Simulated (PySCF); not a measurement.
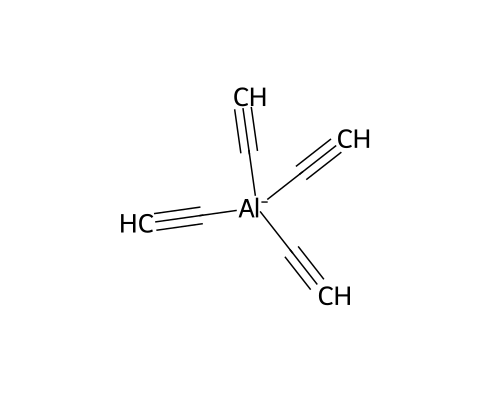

The drawing above gives the connectivity. Charge −1, singlet. Computed geometry: PBE0-D3(BJ)/def2-SVP optimisation. No frequency run is at hand to confirm it as a minimum.

What does the molecule look like in three dimensions?

It has 13 atoms: 8 carbon, 4 hydrogen and 1 aluminium (C₈H₄Al⁻). Its SMILES string is `C#[C][Al-]([C]#C)([C]#C)[C]#C`. Among its groups: alkyne. This geometry has Td symmetry. Coordination: 1 Al tetrahedral; 8 C linear.

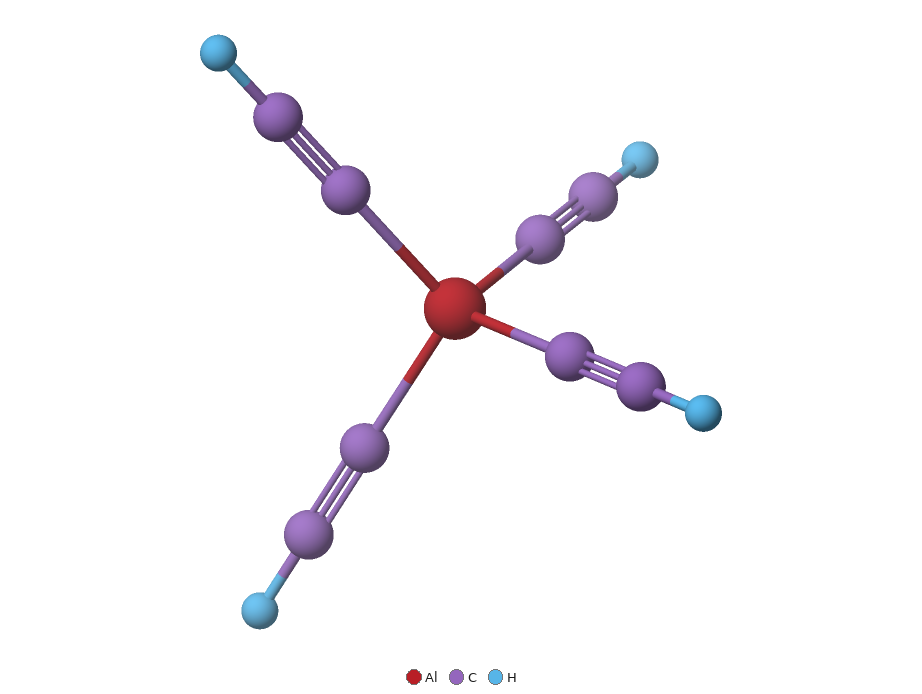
